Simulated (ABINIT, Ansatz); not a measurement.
# SiW (Pm-3m): from the cell to the phonon bands, part 3 of 4

Aim: the phonon dispersion of SiW (Pm-3m), checked by a second program.

ABINIT 10.8.3; DFT PBEsol, scalar-relativistic, plane waves, PseudoDojo norm-conserving pseudopotentials.

So far. Step 4 (Relaxing the cell and atoms): The volume changes by -0.8 % in this run and stands -4.8 % from the first cell. Step 6 (Zone-centre response): The acoustic modes at Γ come out as far as 2.5 cm⁻¹ from zero, where they should vanish, a small numerical error. The relaxed cell has a = 3.031 Å (conventional setting).

The structure was built from a prototype and need not be the compound's stable phase.

**8. Dispersion**

anaddb transforms the dynamical matrices to force constants and back along the path; points of the mesh come back as solved, but for the sum rule and, in polar crystals, the LO-TO term at Γ; the rest is interpolation.

anaddb.abi

```
ddb_filepath "all_DDB"
output_file "anaddb.abo"
outdata_prefix "anaddb"
ifcflag 1
ngqpt 4 4 4
nqshft 1
q1shft 0.0 0.0 0.0
asr 1
chneut 0
dipdip 0
dipquad 0
quadquad 0
enunit 0
eivec 0
nph1l 62
qph1l 
    0.0 0.0 0.0 1.0
    0.0 0.05 0.0 1.0
    0.0 0.1 0.0 1.0
    0.0 0.15 0.0 1.0
    0.0 0.2 0.0 1.0
    0.0 0.25 0.0 1.0
    0.0 0.3 0.0 1.0
    0.0 0.35 0.0 1.0
    0.0 0.4 0.0 1.0
    0.0 0.45 0.0 1.0
    0.0 0.5 0.0 1.0
    0.05 0.5 0.0 1.0
    0.1 0.5 0.0 1.0
    0.15 0.5 0.0 1.0
    0.2 0.5 0.0 1.0
    0.25 0.5 0.0 1.0
    0.3 0.5 0.0 1.0
    0.35 0.5 0.0 1.0
    0.4 0.5 0.0 1.0
    0.45 0.5 0.0 1.0
    0.5 0.5 0.0 1.0
    0.45 0.45 0.0 1.0
    0.4 0.4 0.0 1.0
    0.35 0.35 0.0 1.0
    0.3 0.3 0.0 1.0
    0.25 0.25 0.0 1.0
    0.2 0.2 0.0 1.0
    0.15 0.15 0.0 1.0
    0.1 0.1 0.0 1.0
    0.05 0.05 0.0 1.0
    0.0 0.0 0.0 1.0
    0.05 0.05 0.05 1.0
    0.1 0.1 0.1 1.0
    0.15 0.15 0.15 1.0
    0.2 0.2 0.2 1.0
    0.25 0.25 0.25 1.0
    0.3 0.3 0.3 1.0
    0.35 0.35 0.35 1.0
    0.4 0.4 0.4 1.0
    0.45 0.45 0.45 1.0
    0.5 0.5 0.5 1.0
    0.45 0.5 0.45 1.0
    0.4 0.5 0.4 1.0
    0.35 0.5 0.35 1.0
    0.3 0.5 0.3 1.0
    0.25 0.5 0.25 1.0
    0.2 0.5 0.2 1.0
    0.15 0.5 0.15 1.0
    0.1 0.5 0.1 1.0
    0.05 0.5 0.05 1.0
    0.0 0.5 0.0 1.0
    0.5 0.5 0.5 1.0
    0.5 0.5 0.45 1.0
    0.5 0.5 0.4 1.0
    0.5 0.5 0.35 1.0
    0.5 0.5 0.3 1.0
    0.5 0.5 0.25 1.0
    0.5 0.5 0.2 1.0
    0.5 0.5 0.15 1.0
    0.5 0.5 0.1 1.0
    0.5 0.5 0.05 1.0
    0.5 0.5 0.0 1.0
```

mrgddb.in

```
all_DDB
merged
10
dfpt_gammao_DDB
dfpt_qo_DS1_DDB
dfpt_qo_DS2_DDB
dfpt_qo_DS3_DDB
dfpt_qo_DS4_DDB
dfpt_qo_DS5_DDB
dfpt_qo_DS6_DDB
dfpt_qo_DS7_DDB
dfpt_qo_DS8_DDB
dfpt_qo_DS9_DDB
```

Command:

```bash
$ mrgddb < mrgddb.in > mrgddb.log
$ OMP_NUM_THREADS=1 anaddb anaddb.abi > anaddb.log
```

anaddb.abo, the main output file:

```text
[banners, grids, parts of the stress and lines that vanish by symmetry left out]
-outvars_anaddb: echo values of input variables ----------------------

 Flags :
[...]
Phonon wavevector (reduced coordinates) :  0.00000  0.00000  0.00000
 Phonon energies in Hartree :
[...]
Phonon frequencies in cm-1    :
-  0.000000E+00  0.000000E+00  0.000000E+00  2.831790E+02  2.831790E+02
-  2.831790E+02
[...]
Phonon wavevector (reduced coordinates) :  0.00000  0.05000  0.00000
 Phonon energies in Hartree :
[...]
Phonon frequencies in cm-1    :
-  1.115939E+01  1.115939E+01  2.575210E+01  2.817177E+02  2.822902E+02
-  2.822902E+02
[...]
Phonon wavevector (reduced coordinates) :  0.00000  0.10000  0.00000
 Phonon energies in Hartree :
[...]
Phonon frequencies in cm-1    :
-  2.196596E+01  2.196596E+01  5.036539E+01  2.778061E+02  2.798944E+02
-  2.798944E+02
[...]
Phonon wavevector (reduced coordinates) :  0.00000  0.15000  0.00000
 Phonon energies in Hartree :
[...]
Phonon frequencies in cm-1    :
-  3.202807E+01  3.202807E+01  7.274207E+01  2.727503E+02  2.767261E+02
-  2.767261E+02
[...]
Phonon wavevector (reduced coordinates) :  0.00000  0.20000  0.00000
 Phonon energies in Hartree :
[...]
Phonon frequencies in cm-1    :
-  4.095740E+01  4.095740E+01  9.180668E+01  2.683666E+02  2.737577E+02
-  2.737577E+02
[...]
Phonon wavevector (reduced coordinates) :  0.00000  0.25000  0.00000
 Phonon energies in Hartree :
[...]
Phonon frequencies in cm-1    :
-  4.849551E+01  4.849551E+01  1.065093E+02  2.664526E+02  2.718521E+02
-  2.718521E+02
  Phonon wavevector (reduced coordinates) :  0.00000  0.30000  0.00000
 Phonon energies in Hartree :
[...]
Phonon frequencies in cm-1    :
-  5.461151E+01  5.461151E+01  1.161199E+02  2.680435E+02  2.714190E+02
-  2.714190E+02
  Phonon wavevector (reduced coordinates) :  0.00000  0.35000  0.00000
 Phonon energies in Hartree :
[...]
Phonon frequencies in cm-1    :
-  5.943124E+01  5.943124E+01  1.208413E+02  2.722644E+02  2.722644E+02
-  2.727046E+02
  Phonon wavevector (reduced coordinates) :  0.00000  0.40000  0.00000
 Phonon energies in Hartree :
[...]
Phonon frequencies in cm-1    :
-  6.303172E+01  6.303172E+01  1.220459E+02  2.737308E+02  2.737308E+02
-  2.785663E+02
  Phonon wavevector (reduced coordinates) :  0.00000  0.45000  0.00000
 Phonon energies in Hartree :
[...]
Phonon frequencies in cm-1    :
-  6.531851E+01  6.531851E+01  1.216780E+02  2.750231E+02  2.750231E+02
-  2.832807E+02
  Phonon wavevector (reduced coordinates) :  0.00000  0.50000  0.00000
 Phonon energies in Hartree :
[...]
Phonon frequencies in cm-1    :
-  6.611047E+01  6.611047E+01  1.213495E+02  2.755292E+02  2.755292E+02
-  2.850673E+02
  Phonon wavevector (reduced coordinates) :  0.05000  0.50000  0.00000
 Phonon energies in Hartree :
[...]
Phonon frequencies in cm-1    :
-  6.571259E+01  6.865012E+01  1.199422E+02  2.743910E+02  2.752831E+02
-  2.842158E+02
  Phonon wavevector (reduced coordinates) :  0.10000  0.50000  0.00000
 Phonon energies in Hartree :
[...]
Phonon frequencies in cm-1    :
-  6.431028E+01  7.545504E+01  1.157281E+02  2.710217E+02  2.745093E+02
-  2.818062E+02
  Phonon wavevector (reduced coordinates) :  0.15000  0.50000  0.00000
 Phonon energies in Hartree :
[...]
Phonon frequencies in cm-1    :
-  6.135877E+01  8.475531E+01  1.087129E+02  2.655701E+02  2.731356E+02
-  2.782363E+02
[...]
Phonon wavevector (reduced coordinates) :  0.40000  0.50000  0.40000
 Phonon energies in Hartree :
[...]
Phonon frequencies in cm-1    :
-  8.376641E+00  5.151454E+01  6.160609E+01  3.147778E+02  3.197135E+02
-  3.216310E+02
  Phonon wavevector (reduced coordinates) :  0.35000  0.50000  0.35000
 Phonon energies in Hartree :
[...]
Phonon frequencies in cm-1    :
- -3.595122E+01  5.318600E+01  6.988767E+01  2.972192E+02  3.071888E+02
-  3.101405E+02
  Phonon wavevector (reduced coordinates) :  0.30000  0.50000  0.30000
 Phonon energies in Hartree :
[...]
Phonon frequencies in cm-1    :
- -4.578756E+01  5.033766E+01  7.107201E+01  2.782881E+02  2.936066E+02
-  2.961083E+02
  Phonon wavevector (reduced coordinates) :  0.25000  0.50000  0.25000
 Phonon energies in Hartree :
[...]
Phonon frequencies in cm-1    :
- -4.260942E+01  5.390830E+01  7.168246E+01  2.636313E+02  2.827872E+02
-  2.837829E+02
  Phonon wavevector (reduced coordinates) :  0.20000  0.50000  0.20000
 Phonon energies in Hartree :
[...]
Phonon frequencies in cm-1    :
- -2.171260E+01  7.149270E+01  7.855751E+01  2.571506E+02  2.766502E+02
-  2.767367E+02
  Phonon wavevector (reduced coordinates) :  0.15000  0.50000  0.15000
 Phonon energies in Hartree :
[...]
Phonon frequencies in cm-1    :
-  3.706459E+01  8.512005E+01  9.303626E+01  2.591812E+02  2.746427E+02
-  2.760102E+02
[...]
Phonon wavevector (reduced coordinates) :  0.50000  0.50000  0.05000
 Phonon energies in Hartree :
[...]
Phonon frequencies in cm-1    :
- -3.234652E+01 -3.234652E+01  1.255082E+02  2.217502E+02  2.609389E+02
-  2.609389E+02
  Phonon wavevector (reduced coordinates) :  0.50000  0.50000  0.00000
 Phonon energies in Hartree :
[...]
Phonon frequencies in cm-1    :
- -3.738091E+01 -3.738091E+01  1.286155E+02  2.174442E+02  2.587002E+02
-  2.587002E+02
-
```

Elapsed: 0.52 s, on 1 thread of Arm Neoverse V1, shared host.

Numbers from this step:

| Item | Value |
| --- | --- |
| lowest frequency on the path | -45.79 cm⁻¹ |

Anaddb. Phonon branches along the path, in cm⁻¹:

```csv
point,branch 1,branch 2,branch 3,branch 4,branch 5,branch 6
Γ,0,0,0,283,283,283
X,66,66,121,276,276,285
M,-37,-37,129,217,259,259
Γ,0,0,0,283,283,283
R,42,42,42,331,331,331
X,66,66,121,276,276,285
jump to R,42,42,42,331,331,331
M,-37,-37,129,217,259,259
```

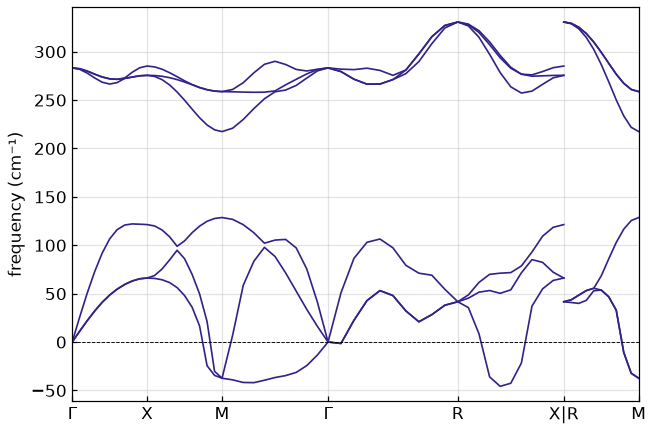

Phonon branches along the path.

The path dips to 46i cm⁻¹.

**9. Density of states**

Sums over the zone need many more wavevectors than were solved, so the interpolation is sampled on a dense mesh.

anaddb.abi

```
ddb_filepath "all_DDB"
output_file "anaddb.abo"
outdata_prefix "anaddb"
ifcflag 1
ngqpt 4 4 4
nqshft 1
q1shft 0.0 0.0 0.0
asr 1
chneut 0
dipdip 0
dipquad 0
quadquad 0
prtdos 2
ng2qpt 15 15 15
dosdeltae 4.5563e-06
ntemper 11
temperinc 100.0
tempermin 0.0
```

Command:

```bash
$ OMP_NUM_THREADS=1 anaddb anaddb.abi > anaddb.log
```

anaddb.abo, the main output file:

```text
[banners, grids, parts of the stress and lines that vanish by symmetry left out]
-outvars_anaddb: echo values of input variables ----------------------

 Flags :
     ifcflag         1
 Miscellaneous information :
         asr         1
      chneut         0
 Interatomic Force Constants Inputs :
      dipdip         0
     dipquad         0
    quadquad         0
      ifcana         0
      ifcout         0
 Description of grid 1 :
        brav         1
       ngqpt         4         4         4
      nqshft         1
      q1shft
                     0.00000000E+00  0.00000000E+00  0.00000000E+00
 Phonon DOS information :
   dosdeltae  4.55630000E-06
    dossmear  4.55633525E-06
 Description of grid 2 (Fourier interp. or BZ sampling):
      ng2qpt        15        15        15
      ngrids         4
      q2shft         0.00000000E+00  0.00000000E+00  0.00000000E+00

================================================================================

 read the DDB information and perform some checks

  ==== Info on the Cryst% object ====
 Real(R)+Recip(G) space primitive vectors, cartesian coordinates (Bohr,Bohr^-1):
 R(1)=  5.7277228  0.0000000  0.0000000  G(1)=  0.1745895  0.0000000  0.0000000
 R(2)=  0.0000000  5.7277228  0.0000000  G(2)=  0.0000000  0.1745895  0.0000000
 R(3)=  0.0000000  0.0000000  5.7277228  G(3)=  0.0000000  0.0000000  0.1745895
 Unit cell volume ucvol=  1.8790830E+02 bohr^3
 Angles (23,13,12)=  9.00000000E+01  9.00000000E+01  9.00000000E+01 degrees
 Time-reversal symmetry is present
 Reduced atomic positions [iatom, xred, symbol]:
    1)    0.0000000  0.0000000  0.0000000  Si
    2)    0.5000000  0.5000000  0.5000000   W

 DDB file with 10 blocks has been read.

================================================================================

 Calculation of the interatomic forces

       Homogeneous q point set in the B.Z.
 Grid q points  :       64
  1)   0.00000000E+00  0.00000000E+00  0.00000000E+00
  2)   2.50000000E-01  0.00000000E+00  0.00000000E+00
  3)   5.00000000E-01  0.00000000E+00  0.00000000E+00
  4)  -2.50000000E-01  0.00000000E+00  0.00000000E+00
  5)   0.00000000E+00  2.50000000E-01  0.00000000E+00
  6)   2.50000000E-01  2.50000000E-01  0.00000000E+00
  7)   5.00000000E-01  2.50000000E-01  0.00000000E+00
  8)  -2.50000000E-01  2.50000000E-01  0.00000000E+00
  9)   0.00000000E+00  5.00000000E-01  0.00000000E+00
 10)   2.50000000E-01  5.00000000E-01  0.00000000E+00
 11)   5.00000000E-01  5.00000000E-01  0.00000000E+00
 12)  -2.50000000E-01  5.00000000E-01  0.00000000E+00
 13)   0.00000000E+00 -2.50000000E-01  0.00000000E+00
 14)   2.50000000E-01 -2.50000000E-01  0.00000000E+00
[...]
58)   2.50000000E-01  5.00000000E-01 -2.50000000E-01
 59)   5.00000000E-01  5.00000000E-01 -2.50000000E-01
 60)  -2.50000000E-01  5.00000000E-01 -2.50000000E-01
 61)   0.00000000E+00 -2.50000000E-01 -2.50000000E-01
 62)   2.50000000E-01 -2.50000000E-01 -2.50000000E-01
 63)   5.00000000E-01 -2.50000000E-01 -2.50000000E-01
 64)  -2.50000000E-01 -2.50000000E-01 -2.50000000E-01

 The interatomic forces have been obtained

================================================================================

 Calculation of phonon density of states

 Average speed of sound partial sums:     0.9668685602E-03 (at units)
-                                   =           2.1152 [km/s]

 Debye frequency from partial sums:     0.6579644683E-03 (Ha)
-                                 =     0.4329198233E+01 (THz)
-Debye temperature from partial sums:     0.2077687463E+03 (K)

 Average speed of sound:     0.2987492924E-04 (at units)
-                      =           0.0654 [km/s]

 Debye frequency from DOS:     0.2033021109E-04 (Ha)
-                        =     0.1337663630E+00 (THz)
-Debye temperature from DOS:     0.6419772913E+01 (K)

-
```

It took 0.65 s on 1 thread.

Numbers from this step:

- share of modes beyond 3i cm⁻¹ on the dense interpolated mesh: 0.0481

The phonon density of states has structure finer than the step of the table below, so its rows give means over 20 cm⁻¹, whole bins alone (the curve runs from -72.6 to 359 cm⁻¹). Peaks (cm⁻¹: height): 49.4: 0.0368, 105.4: 0.0543, 261.4: 0.0989, 281.4: 0.112.

Tetrahedra. Table of phonon density of states by wavenumber; means over each step:

```csv
wavenumber (cm⁻¹),phonon density of states (1/cm⁻¹/cell)
-60,0
-40,0.00287
-20,0.00800
0,0.0101
20,0.0126
40,0.0253
60,0.0269
80,0.0267
100,0.0289
120,0.00838
140,0
160,0
180,0
200,0
220,8.6e-4
240,0.00646
260,0.0582
280,0.0696
300,0.0106
320,0.00422
340,1.7e-5
```

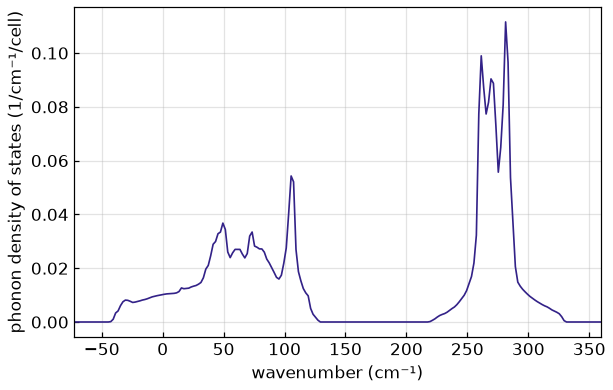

Phonon density of states, plotted against wavenumber.

[end of part 3 of 4]

[Host names and launcher messages were left out of these logs when they were recorded.]

[Logs are printed without paths, hosts, clocks, repeated set-up lines and the standing remarks that a program may print on its own settings, such as how far it seeks lower states.]

[Hosts, paths, dates, database ids (printed as entryN), source tags and the programs' standing remarks are cut or masked in the printed files.]
